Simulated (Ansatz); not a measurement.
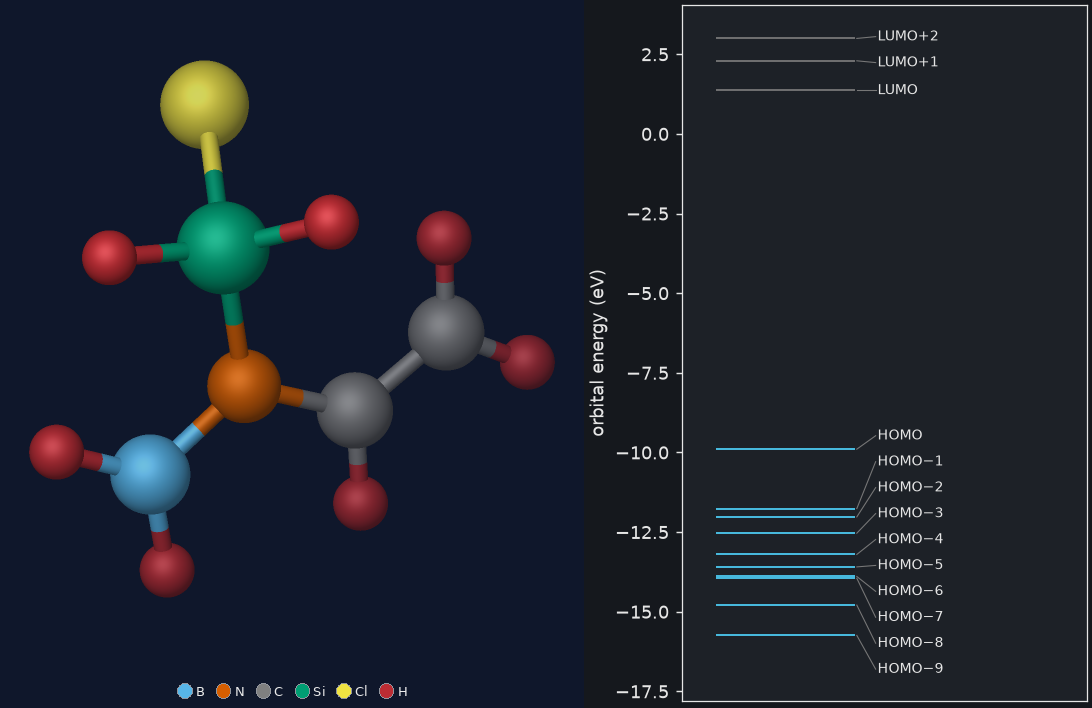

C₂H₇BClNSi, SMILES BN(C=C)[SiH2]Cl. Kohn-Sham orbital energies near the frontier, LC-wPBE/def2-TZVPP in the Ansatz code 0.2.0, at a PBE0-D4/def2-TZVP geometry (a minimum by its frequencies), isolated molecule; empty levels in grey, levels within 0.03 eV side by side.

### Where do the frontier orbitals lie?

HOMO at −9.90 eV, LUMO at 1.37 eV, 11.26 eV apart.

### How far below the HOMO does the next level lie?

1.87 eV.

Caveats: one conformer of a flexible molecule; empty levels above zero depend strongly on the basis.
